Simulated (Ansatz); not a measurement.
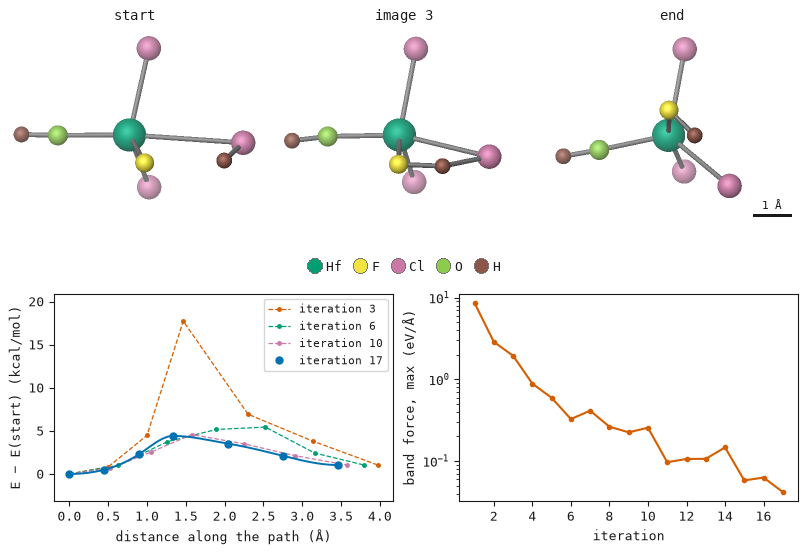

A search for the minimum-energy path of HfH2OCl3F by the nudged elastic band. Images are numbered from 0 (start) to 6 (end). The plot follows the band through its iterations. A ball-and-stick model, seen at a tilt.

Method: RKS PBE-D4/def2-SVP in Ansatz. Settings: 5 movable images; climbing image; force threshold 0.05 eV/Å; iteration limit 60; starting path through a guess of the saddle point.

Q: Judge this run.

A: The result is final at these settings. The band converged in 17 iterations. The largest component of the band force went from 8.6 to 0.042 eV/Å. The climbing image converged on the top of the path. Its vibrational analysis gives one imaginary mode (176i cm⁻¹), as a transition state must have. The first iteration put the highest image at 63.91 kcal/mol. Forward barrier 4.42 kcal/mol, backward barrier 3.38 kcal/mol, with image 3 at the top; the reaction energy is +1.04 kcal/mol.

The run took 2.6 min on 4 threads of Arm Neoverse V2, on a shared host, peak memory 0.19 GiB.
